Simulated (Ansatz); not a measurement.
# C₃H₇ClSi: up Jacob's ladder to CCSD(T), part 2 of 2

Ansatz 0.2.0, Gaussian basis; functionals in def2-TZVPP, the program's frozen cores in correlated methods. Earlier steps stand in the parts before.

## 14. CAM-B3LYP-D4 (range-separated)

Contents of in.yaml:

```yaml
crystal:
  periodic: [false, false, false]
  atoms:
    - {symbol: C, position_ang: [1.038616, 1.530399, 1.301119]}
    - {symbol: C, position_ang: [0.849350, 0.312322, 0.812231]}
    - {symbol: Cl, position_ang: [2.195062, -0.791971, 0.691811]}
    - {symbol: Si, position_ang: [-0.781108, -0.380670, 0.201529]}
    - {symbol: C, position_ang: [-0.644866, -0.911126, -1.580707]}
    - {symbol: H, position_ang: [2.007153, 1.882202, 1.639831]}
    - {symbol: H, position_ang: [0.198184, 2.212030, 1.372584]}
    - {symbol: H, position_ang: [-1.145192, -1.537850, 1.061407]}
    - {symbol: H, position_ang: [-1.791762, 0.697959, 0.376601]}
    - {symbol: H, position_ang: [-0.398403, -0.061953, -2.221543]}
    - {symbol: H, position_ang: [0.137364, -1.664745, -1.693830]}
    - {symbol: H, position_ang: [-1.587200, -1.341797, -1.927032]}
basis:
  gaussian: {orbitals: def2-TZVPP}
hamiltonian: {xc: {name: CAM-B3LYP}, dispersion: d4}
output: {orbitals: {seedname: orbitals}}
```

Command:

```sh
ansatz run in.yaml --threads 4 --pin off --events-out ev --progress --plain --max-ram 10444MiB
```

Log (excerpt; [...] marks lines left out):

```text
Functional definition: CAM-B3LYP
  name "CAM-B3LYP"
  cite "Yanai, Tew & Handy, Chem. Phys. Lett. 393, 51 (2004) doi:10.1016/j.cplett.2004.06.011"
  cite "Iikura, Tsuneda, Yanai & Hirao, J. Chem. Phys. 115, 3540 (2001) doi:10.1063/1.1383587"
  cite "Becke, Phys. Rev. A 38, 3098 (1988) doi:10.1103/PhysRevA.38.3098"
  cite "Lee, Yang & Parr, Phys. Rev. B 37, 785 (1988) doi:10.1103/PhysRevB.37.785"
  cite "Vosko, Wilk & Nusair, Can. J. Phys. 58, 1200 (1980) doi:10.1139/p80-159"
[...]
  # Exact exchange under (alpha + beta erf(omega r))/r, Becke's under what is left of 1/r.
[...]
1557 factors; their error is unknown
372 factors; integrals over basis functions are off by at most 1.1e-5 eV
[...]
mean field -23625.69984393 eV, -868.2284551901 hartree, gradient 4.1e-5 eV, S^2 0.000000; 0 other end points of the search recorded, 0 dependent functions left out
reference -23625.69999197 eV, -868.2284606301 hartree; 28, 28 occupied and 247, 247 virtual orbitals, 1557 factors
Total energy: -23625.95123358 eV, -868.2376935892 hartree
```

Run time: 4.3 s. Hardware: 4 threads of Arm Neoverse V2, shared host; peak memory 0.87 GiB.

Atomisation energy: 46.039 eV (free atoms -23579.912 eV, run apart). HOMO -8.86 eV, LUMO 0.50 eV.

## 15. LC-ωPBE (range-separated)

in.yaml, as its differences from that of step 14:

```diff
@@ -17,3 +17,3 @@
   gaussian: {orbitals: def2-TZVPP}
-hamiltonian: {xc: {name: CAM-B3LYP}, dispersion: d4}
+hamiltonian: {xc: {name: LC-wPBE}}
 output: {orbitals: {seedname: orbitals}}
```

Launched as before.

Log (excerpt; [...] marks lines left out):

```text
Functional definition: LC-wPBE
  name "LC-wPBE"
  cite "Vydrov & Scuseria, J. Chem. Phys. 125, 234109 (2006) doi:10.1063/1.2409292"
  cite "Heyd & Scuseria, J. Chem. Phys. 120, 7274 (2004) doi:10.1063/1.1668634"
  cite "Ernzerhof & Perdew, J. Chem. Phys. 109, 3313 (1998) doi:10.1063/1.476928"
  cite "Perdew, Burke & Ernzerhof, Phys. Rev. Lett. 77, 3865 (1996) doi:10.1103/PhysRevLett.77.3865"
  parent pbe
[...]
1535 factors; their error is unknown
463 factors; integrals over basis functions are off by at most 2.6e-5 eV
[...]
mean field -23619.01186557 eV, -867.9826765186 hartree, gradient 5.0e-5 eV, S^2 0.000000; 0 other end points of the search recorded, 0 dependent functions left out
reference -23619.01186558 eV, -867.9826765189 hartree; 28, 28 occupied and 247, 247 virtual orbitals, 1535 factors
Total energy: -23619.01186558 eV, -867.9826765189 hartree
```

Wall time 3.1 s (4 threads of Arm Neoverse V2, shared host); peak memory 0.57 GiB.

Atomisation energy: 45.664 eV (free atoms -23573.348 eV, run apart). HOMO -10.25 eV, LUMO 1.64 eV.

## 16. ωB97X-V (range-separated)

in.yaml, as its differences from that of step 15:

```diff
@@ -17,3 +17,3 @@
   gaussian: {orbitals: def2-TZVPP}
-hamiltonian: {xc: {name: LC-wPBE}}
+hamiltonian: {xc: {name: wB97X-V}}
 output: {orbitals: {seedname: orbitals}}
```

Same command.

Log (excerpt; [...] marks lines left out):

```text
Functional definition: wB97X-V
  name "wB97X-V"
  cite "Mardirossian & Head-Gordon, Phys. Chem. Chem. Phys. 16, 9904 (2014) doi:10.1039/C3CP54374A"
  cite "Becke, J. Chem. Phys. 107, 8554 (1997) doi:10.1063/1.475007"
  cite "Vydrov & Van Voorhis, J. Chem. Phys. 133, 244103 (2010) doi:10.1063/1.3521275"
[...]
      + integral(e_c_pw_opposite_spin*poly(b97_u_opposite, cos0, cos1)) + vv10(b, c)
1554 factors; their error is unknown
357 factors; integrals over basis functions are off by at most 1.7e-5 eV
[...]
mean field -23623.09174829 eV, -868.1326094429 hartree, gradient 1.7e-5 eV, S^2 0.000000; 0 other end points of the search recorded, 0 dependent functions left out
reference -23623.09174607 eV, -868.1326093613 hartree; 28, 28 occupied and 247, 247 virtual orbitals, 1554 factors
Total energy: -23623.09174607 eV, -868.1326093613 hartree
```

It took 9 s on 4 threads of Arm Neoverse V2, shared host; peak memory 0.93 GiB.

Atomisation energy: 46.057 eV (free atoms -23577.034 eV, run apart). HOMO -9.86 eV, LUMO 1.56 eV.

## 17. ωB97M-V (range-separated)

in.yaml, as its differences from that of step 16:

```diff
@@ -17,3 +17,3 @@
   gaussian: {orbitals: def2-TZVPP}
-hamiltonian: {xc: {name: wB97X-V}}
-output: {orbitals: {seedname: orbitals}}
+hamiltonian: {xc: {name: wB97M-V}}
+output: {forces: true, orbitals: {seedname: orbitals}}
```

The command is unchanged.

Log (excerpt; [...] marks lines left out):

```text
Functional definition: wB97M-V
  name "wB97M-V"
  cite "Mardirossian & Head-Gordon, J. Chem. Phys. 144, 214110 (2016) doi:10.1063/1.4952647"
  cite "Becke, J. Chem. Phys. 107, 8554 (1997) doi:10.1063/1.475007"
  cite "Vydrov & Van Voorhis, J. Chem. Phys. 133, 244103 (2010) doi:10.1063/1.3521275"
  # Of w^i u^j: cxij and so on, Table III.
[...]
  gx(w, u) = 1 - cx + cx01*u + cx10*w
  gss(w, u) = css00 + css04*u^4 + css10*w + css20*w^2 + css43*w^4*u^3
  gos(w, u) = cos00 + cos10*w + (cos20 + cos21*u)*w^2 + (cos60 + cos61*u)*w^6
[...]
      + integral(e_c_pw_mod_opposite_spin*gos(b97_w_opposite, b97_u_opposite)) + vv10(b, c)
1554 factors; their error is unknown
357 factors; integrals over basis functions are off by at most 1.7e-5 eV
[...]
Atom 2 at     2.195062    -0.791971     0.691811 Å, force     0.172380    -0.124562    -0.010801 eV/Å
Atom 3 at    -0.781108    -0.380670     0.201529 Å, force    -0.166937    -0.022681     0.079043 eV/Å
Atom 4 at    -0.644866    -0.911126    -1.580707 Å, force     0.008376    -0.007392    -0.017421 eV/Å
Atom 5 at     2.007153     1.882202     1.639831 Å, force    -0.066853    -0.046599    -0.031063 eV/Å
Atom 6 at     0.198184     2.212030     1.372584 Å, force     0.062919    -0.055231    -0.007546 eV/Å
Atom 7 at    -1.145192    -1.537850     1.061407 Å, force     0.044628     0.126828    -0.094829 eV/Å
Atom 8 at    -1.791762     0.697959     0.376601 Å, force     0.113043    -0.111229    -0.017700 eV/Å
Atom 9 at    -0.398403    -0.061953    -2.221543 Å, force    -0.016051    -0.059118     0.041183 eV/Å
Atom 10 at     0.137364    -1.664745    -1.693830 Å, force    -0.054323     0.050869     0.002961 eV/Å
Atom 11 at    -1.587200    -1.341797    -1.927032 Å, force     0.071255     0.030095     0.019857 eV/Å
Dipole moment:    -0.170711     0.179615    -0.113566 e Å
```

Run time: 14 s. Hardware: 4 threads of Arm Neoverse V2, shared host; peak memory 1.1 GiB.

With the free atoms at this level, -23578.003 eV in sum, the atomisation energy is 46.101 eV. HOMO -9.75 eV, LUMO 1.43 eV.

## 18. B2PLYP (double hybrid)

in.yaml, as its differences from that of step 17:

```diff
@@ -17,3 +17,2 @@
   gaussian: {orbitals: def2-TZVPP}
-hamiltonian: {xc: {name: wB97M-V}}
-output: {forces: true, orbitals: {seedname: orbitals}}
+hamiltonian: {xc: {name: B2PLYP}}
```

Same command.

Log (excerpt; [...] marks lines left out):

```text
Functional definition: B2PLYP
  name "B2PLYP"
  cite "Grimme, J. Chem. Phys. 124, 034108 (2006) doi:10.1063/1.2148954"
  cite "Becke, Phys. Rev. A 38, 3098 (1988) doi:10.1103/PhysRevA.38.3098"
  cite "Lee, Yang & Parr, Phys. Rev. B 37, 785 (1988) doi:10.1103/PhysRevB.37.785"
[...]
1593 factors; integrals over basis functions are off by at most 9.9e-4 eV
[...]
mean field -23609.88642760 eV, -867.6473228585 hartree, gradient 7.5e-6 eV, S^2 0.000000; 0 other end points of the search recorded, 0 dependent functions left out
13 core orbitals not correlated: weight in the atoms' cores, before any rotation towards them, 1.000 or more for the frozen orbitals, at most 0.000 for the correlated occupied ones
reference -23609.88661889 eV, -867.6473298884 hartree; 15, 15 occupied and 247, 247 virtual orbitals, 1593 factors
second order -27.11482391 eV of doubles, -0.00000000 eV of singles
Total energy: -23617.20762135 eV, -867.9163717663 hartree
```

Wall time 6.5 s (4 threads of Arm Neoverse V2, shared host); peak memory 0.75 GiB.

Atomisation energy: 45.434 eV (free atoms -23571.774 eV, run apart).

## 19. PBE-QIDH (double hybrid)

in.yaml, as its differences from that of step 18:

```diff
@@ -17,2 +17,2 @@
   gaussian: {orbitals: def2-TZVPP}
-hamiltonian: {xc: {name: B2PLYP}}
+hamiltonian: {xc: {name: PBE-QIDH}}
```

Same command.

Log (excerpt; [...] marks lines left out):

```text
Functional definition: PBE-QIDH
  name "PBE-QIDH"
  cite "Brémond, Sancho-García, Pérez-Jiménez & Adamo, J. Chem. Phys. 141, 031101 (2014) doi:10.1063/1.4890314"
  cite "Perdew, Burke & Ernzerhof, Phys. Rev. Lett. 77, 3865 (1996) doi:10.1103/PhysRevLett.77.3865"
[...]
1593 factors; integrals over basis functions are off by at most 9.9e-4 eV
[...]
mean field -23602.17055849 eV, -867.3637698987 hartree, gradient 5.5e-6 eV, S^2 0.000000; 0 other end points of the search recorded, 0 dependent functions left out
13 core orbitals not correlated: weight in the atoms' cores, before any rotation towards them, 1.000 or more for the frozen orbitals, at most 0.000 for the correlated occupied ones
reference -23602.17057224 eV, -867.3637704041 hartree; 15, 15 occupied and 247, 247 virtual orbitals, 1593 factors
second order -25.13531535 eV of doubles, -0.00000000 eV of singles
Total energy: -23610.54901069 eV, -867.6716723381 hartree
```

It took 7 s on 4 threads of Arm Neoverse V2, shared host; peak memory 0.76 GiB.

Atomisation energy: 45.814 eV (free atoms -23564.735 eV, run apart).

## 20. Orbital energies across the functionals

Dipoles come from the runs that computed forces. Levels are read from the orbital files that the runs wrote:

```csv
functional,HOMO (eV),LUMO (eV),gap (eV),dipole (D)
LDA (SPW92),-6.56,-1.83,4.73,
PBE-D4,-6.39,-1.60,4.79,1.21
revPBE-D4,-6.33,-1.52,4.81,
BLYP-D4,-6.23,-1.45,4.77,
r2SCAN-D4,-6.63,-1.43,5.20,1.31
B97M-V,-6.69,-1.41,5.28,
PBE0-D4,-7.55,-0.64,6.91,
B3LYP-D4,-7.32,-0.85,6.46,1.28
r2SCANh-D4,-7.06,-1.07,5.98,
r2SCAN0-D4,-7.71,-0.55,7.16,
HSE06-D4,-7.15,-1.03,6.13,
BHLYP-D4,-8.54,0.44,8.99,
CAM-B3LYP-D4,-8.86,0.50,9.36,
LC-ωPBE,-10.25,1.64,11.88,
ωB97X-V,-9.86,1.56,11.42,
ωB97M-V,-9.75,1.43,11.18,1.31
```

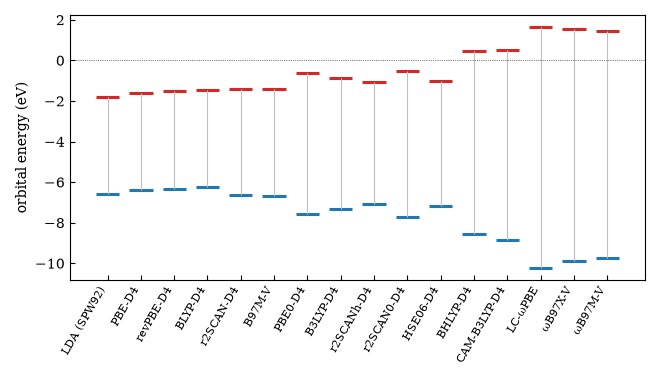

Highest occupied (blue) and lowest empty (red) level by functional.

## 21. CCSD(T) in def2-SVP

in.yaml, as its differences from that of step 19:

```diff
@@ -16,3 +16,3 @@
 basis:
-  gaussian: {orbitals: def2-TZVPP}
-hamiltonian: {xc: {name: PBE-QIDH}}
+  gaussian: {orbitals: def2-SVP}
+correlation: {method: ccsd_t}
```

Same command.

Log (excerpt; [...] marks lines left out):

```text
Functional definition: HF
  name "HF"
  cite "Fock, Z. Phys. 61, 126 (1930) doi:10.1007/BF01340294"
  parent pbe
[...]
1124 factors; integrals over basis functions are off by at most 1.3e-3 eV
[...]
mean field -23558.93806501 eV, -865.7750050674 hartree, gradient 2.3e-6 eV, S^2 0.000000; 0 other end points of the search recorded, 0 dependent functions left out
13 core orbitals not correlated: weight in the atoms' cores, before any rotation towards them, 1.000 or more for the frozen orbitals, at most 0.000 for the correlated occupied ones
reference -23558.93806501 eV, -865.7750050674 hartree; 15, 15 occupied and 85, 85 virtual orbitals, 1124 factors
second order -17.52884134 eV of doubles, -0.00000000 eV of singles
cycle   1  -18.62801803 eV  change    -1.1e0 eV  update   9.6e-2
[...]
cycle   9  -19.25545627 eV  change    7.3e-6 eV  update   1.5e-5
perturbative correction -0.61301283 eV, -0.0225278061 hartree
Total energy: -23578.80653412 eV, -866.5051578397 hartree
```

Wall time 6 s (4 threads of Arm Neoverse V2, shared host).

## 22. CCSD(T) in def2-TZVPP

in.yaml, as its differences from that of step 21:

```diff
@@ -16,3 +16,4 @@
 basis:
-  gaussian: {orbitals: def2-SVP}
+  gaussian: {orbitals: def2-TZVPP}
 correlation: {method: ccsd_t}
+output: {orbitals: {seedname: orbitals}}
```

The command is unchanged.

Log (excerpt; [...] marks lines left out):

```text
Functional definition: HF
  name "HF"
  cite "Fock, Z. Phys. 61, 126 (1930) doi:10.1007/BF01340294"
  parent pbe
[...]
1593 factors; integrals over basis functions are off by at most 9.9e-4 eV
[...]
mean field -23569.65473385 eV, -866.1688353833 hartree, gradient 7.4e-6 eV, S^2 0.000000; 0 other end points of the search recorded, 0 dependent functions left out
13 core orbitals not correlated: weight in the atoms' cores, before any rotation towards them, 1.000 or more for the frozen orbitals, at most 0.000 for the correlated occupied ones
reference -23569.65473385 eV, -866.1688353833 hartree; 15, 15 occupied and 247, 247 virtual orbitals, 1593 factors
second order -22.18671403 eV of doubles, -0.00000000 eV of singles
cycle   1  -23.08822921 eV  change   -9.0e-1 eV  update   1.0e-1
[...]
cycle   9  -23.79464703 eV  change   -1.6e-6 eV  update   2.5e-5
perturbative correction -1.04764084 eV, -0.0385000907 hartree
Total energy: -23594.49702172 eV, -867.0817726238 hartree
```

Wall time 3.4 min (4 threads of Arm Neoverse V2, shared host); peak memory 7.2 GiB.

## 23. MP2 in def2-QZVPP

in.yaml, as its differences from that of step 22:

```diff
@@ -16,4 +16,3 @@
 basis:
-  gaussian: {orbitals: def2-TZVPP}
-correlation: {method: ccsd_t}
-output: {orbitals: {seedname: orbitals}}
+  gaussian: {orbitals: "def2-QZVPP.json"}
+correlation: {method: mp2}
```

The command is unchanged.

Log:

```text
Functional definition: HF
  name "HF"
  cite "Fock, Z. Phys. 61, 126 (1930) doi:10.1007/BF01340294"
  parent pbe
  exchange = exact_x
  correlation = 0
3065 factors; integrals over basis functions are off by at most 7.9e-4 eV
mean field evaluation 1: about -23566.4603 eV, gradient 3.6e1 eV
mean field evaluation 2: about -23566.6339 eV, gradient 3.6e1 eV
mean field evaluation 4: about -23570.3241 eV, gradient 3.7e0 eV
mean field evaluation 8: about -23570.3909 eV, gradient 3.2e-1 eV
mean field -23570.39181243 eV, -866.1959225214 hartree, gradient 7.6e-6 eV, S^2 0.000000; 0 other end points of the search recorded, 0 dependent functions left out
13 core orbitals not correlated: weight in the atoms' cores, before any rotation towards them, 1.000 or more for the frozen orbitals, at most 0.000 for the correlated occupied ones
reference -23570.39181243 eV, -866.1959225214 hartree; 15, 15 occupied and 493, 493 virtual orbitals, 3065 factors
second order -23.83383435 eV of doubles, -0.00000000 eV of singles
Total energy: -23594.22564678 eV, -867.0717997787 hartree
```

It took 29 s on 4 threads of Arm Neoverse V2, shared host; peak memory 3.5 GiB.

Energy pieces by basis (eV):

```csv
basis,HF,MP2 correlation,CCSD correlation,(T),total
def2-SVP,-23558.9381,-17.5288,-19.2555,-0.6130,-23578.8065
def2-TZVPP,-23569.6547,-22.1867,-23.7946,-1.0476,-23594.4970
def2-QZVPP,-23570.3918,-23.8338,,,-23594.2256 (MP2)
```

The report of the def2-TZVPP run gives T1 = 0.0109.

## 24. From triple and quadruple zeta to the limit

This step is arithmetic on the last runs, with X = 3 and 4: exp(−7.88√X) for Hartree-Fock, X^−2.97 for correlation; only MP2 was run in the larger set, so CCSD(T) minus MP2 is added from the smaller one.

```csv
level,energy at the limit (eV)
HF,-23570.4933
MP2,-23595.5473
CCSD,-23597.1552
CCSD(T),-23598.2028
```

## 25. RPA on PBE orbitals

in.yaml, as its differences from that of step 23:

```diff
@@ -16,3 +16,4 @@
 basis:
-  gaussian: {orbitals: "def2-QZVPP.json"}
-correlation: {method: mp2}
+  gaussian: {orbitals: def2-TZVPP}
+hamiltonian: {xc: pbe}
+correlation: {method: rpa}
```

Launched as before.

Log (excerpt; [...] marks lines left out):

```text
Functional definition: PBE
  name "PBE"
  cite "Perdew, Burke & Ernzerhof, Phys. Rev. Lett. 77, 3865 (1996) doi:10.1103/PhysRevLett.77.3865"
  parent pbe
[...]
1593 factors; integrals over basis functions are off by at most 9.9e-4 eV
[...]
mean field -23613.31435889 eV, -867.7732970099 hartree, gradient 1.9e-6 eV, S^2 0.000000; 0 other end points of the search recorded, 0 dependent functions left out
13 core orbitals not correlated: weight in the atoms' cores, before any rotation towards them, 1.000 or more for the frozen orbitals, at most 0.000 for the correlated occupied ones
reference -23568.07552049 eV, -866.1108003626 hartree; 15, 15 occupied and 247, 247 virtual orbitals, 1593 factors
Total energy: -23605.94339808 eV, -867.5024191964 hartree
```

It took 6 s on 4 threads of Arm Neoverse V2, shared host; peak memory 0.69 GiB.

RPA correlation: -37.868 eV. No RPA run of the hydrogen atom was made, so RPA has no atomisation energy below.

## 26. All levels against the reference

Free atoms (3 C, 1 Cl, 1 Si, 7 H) were run apart at each level; the atomisation energy is their sum less the molecule, without zero-point or spin-orbit terms.

Differences are taken before rounding.

```csv
method,rung,"atoms, summed (eV)",atomisation energy (eV),from CCSD(T)/CBS (eV),time
LDA (SPW92),LDA,-23472.315,52.033,+6.088,1.5 s
PBE-D4,GGA,-23566.871,46.733,+0.788,3 s
revPBE-D4,GGA,-23577.231,45.789,-0.157,2.3 s
BLYP-D4,GGA,-23580.035,45.732,-0.213,2.5 s
r2SCAN-D4,meta-GGA,-23577.481,46.122,+0.177,6 s
B97M-V,meta-GGA,-23575.827,46.156,+0.211,10 s
PBE0-D4,hybrid,-23569.694,46.156,+0.211,3.9 s
B3LYP-D4,hybrid,-23582.819,45.945,-0.001,6 s
r2SCANh-D4,hybrid,-23577.486,45.908,-0.037,6.5 s
r2SCAN0-D4,hybrid,-23577.507,45.606,-0.340,6.5 s
HSE06-D4,hybrid,-23569.057,46.187,+0.241,4.1 s
BHLYP-D4,hybrid,-23580.467,44.912,-1.033,3.7 s
CAM-B3LYP-D4,range-separated,-23579.912,46.039,+0.094,4.3 s
LC-ωPBE,range-separated,-23573.348,45.664,-0.282,3.1 s
ωB97X-V,range-separated,-23577.034,46.057,+0.112,9 s
ωB97M-V,range-separated,-23578.003,46.101,+0.156,14 s
B2PLYP,double hybrid,-23571.774,45.434,-0.511,6.5 s
PBE-QIDH,double hybrid,-23564.735,45.814,-0.131,7 s
HF/def2-TZVPP,wavefunction,-23535.231,34.423,-11.522,
MP2/def2-TZVPP,wavefunction,-23546.465,45.377,-0.569,
CCSD/def2-TZVPP,wavefunction,-23549.271,44.178,-1.767,
CCSD(T)/def2-SVP,wavefunction,-23535.202,43.605,-2.341,6 s
CCSD(T)/def2-TZVPP,wavefunction,-23549.662,44.835,-1.110,3.4 min
MP2/CBS,wavefunction,-23549.060,46.487,+0.541,
CCSD(T)/CBS,wavefunction,-23552.257,45.945,0,3.9 min
```

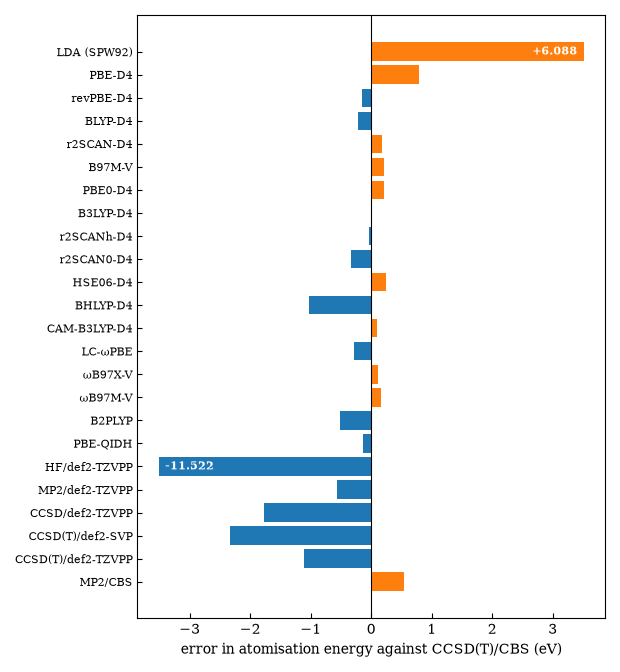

How far each level lands from CCSD(T)/CBS. Bars with a number in them are cut short.

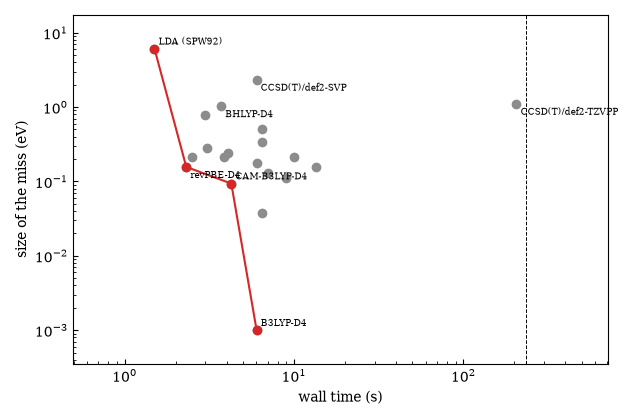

Miss against cost. Red marks the levels that no quicker level drawn beats (of those quicker than the yardstick), and the dashed line is the time of CCSD(T)/CBS. Only those levels and the largest misses are named. Misses under 0.001 eV are drawn at that value. Times are from a shared host.

LDA (SPW92), LC-ωPBE, B2PLYP, PBE-QIDH carry no dispersion term (for B3LYP, D4 adds 0.467 eV).

Times are those of the molecule's run; HF, MP2 and CCSD come out of the CCSD(T) runs, and the limit's time is the sum of the runs that it needs.

## 27. Summary of results

This closing draws on all 2 parts.

| quantity | value |
| --- | --- |
| atomisation energy, CCSD(T)/CBS | 45.945 eV |
| functionals within 0.230 eV (0.5 %) | revPBE-D4, BLYP-D4, r2SCAN-D4, B97M-V, PBE0-D4, B3LYP-D4, r2SCANh-D4, CAM-B3LYP-D4, ωB97X-V, ωB97M-V, PBE-QIDH |
| farthest beyond LDA | BHLYP-D4 (-1.033 eV) |
| mean size of error, GGA | 0.386 eV |
| mean size of error, meta-GGA | 0.194 eV |
| mean size of error, hybrid | 0.311 eV |
| mean size of error, range-separated | 0.161 eV |
| mean size of error, double hybrid | 0.321 eV |
| gap, smallest and largest | 4.73 eV (LDA (SPW92)), 11.88 eV (LC-ωPBE) |
| T1 diagnostic | 0.0109 |
| triples share of the correlation energy | 4.2 % |

The LDA atomisation energy is off by 6.088 eV (13 %): it overbinds. PBE-D4 misses by +0.788 eV. Double hybrids carry the basis error of their MP2 part in triple zeta, and no dispersion term here, so their miss is partly the set-up's. The rungs range-separated, meta-GGA miss on average by less than the doubt on the reference (0.230 eV), so they tie. The reference freezes the cores and leaves out relativity and excitations past (T), so misses under about 0.230 eV can't be ranked. Hartree-Fock recovers 75 % of the binding; the rest is correlation. CCSD(T) in def2-SVP is off by -2.341 eV, so the small basis spoils what the method gains. The gap grows from 4.7 to 11.9 eV across the functionals, mostly with the share of exact exchange.

B3LYP-D4 reaches 0.001 eV from the reference in 6 s, where CCSD(T)/CBS took 3.9 min; the quickest level in the cost chart, LDA (SPW92), takes 1.5 s and misses by 6.088 eV.
